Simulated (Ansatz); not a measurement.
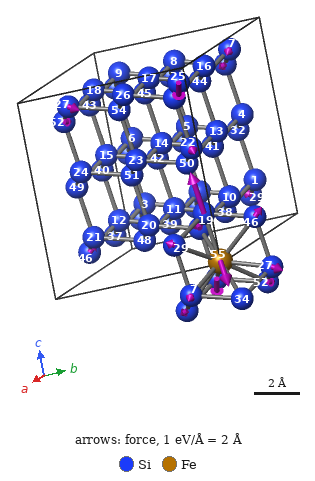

Starting geometry of a defect cell of composition FeSi₅₄ (cell charge +1) with the computed forces as purple arrows. A ball-and-stick model of the cell of the calculation, seen slightly off an axis.

Case: Fe interstitial, charge +1, atoms relaxed.

All numbers below come from DFT PBE, scalar-relativistic, plane waves, PAW in Ansatz. Settings: plane-wave cutoff 420 eV; k-point mesh 2 × 2 × 2; occupations gaussian; smearing width 0.02 eV; collinear spin; atoms relaxed in a fixed cell; force threshold 0.02 eV/Å; at most 60 steps.

Question: What follows when this structure is relaxed?

Answer: It isn't relaxed: the largest force vector, on a Si atom, is 1.01 eV/Å. The final displacements follow the starting forces only in part (cosine between the two patterns 0.71). The energy falls by 0.142 eV per cell of the calculation in 5 accepted moves (7 points after the start). The largest force component goes from 0.67 to 0.0062 eV/Å. The line search rejected the trial steps at points 3, 5 of the run. A Si atom moves most: 0.10 Å along [−1 −1 3]. Largest moves by element: Si 0.10 Å, Fe 0.10 Å. The cell stays as it was. Some distances before and after: Fe–Si 2.270 → 2.412 Å, Fe–Si 2.317 → 2.416 Å, Fe–Si 2.600 → 2.697 Å, Fe–Si 2.871 → 2.802 Å. Among the angles between lasting bonds that change: Si–Si–Fe 72.3° → 68.5°, Si–Si–Si 109.5° → 105.8°, Si–Si–Si 109.5° → 112.3°.

Limits of the set-up: the cell is charged, on a uniform background, and energies carry no finite-size correction.
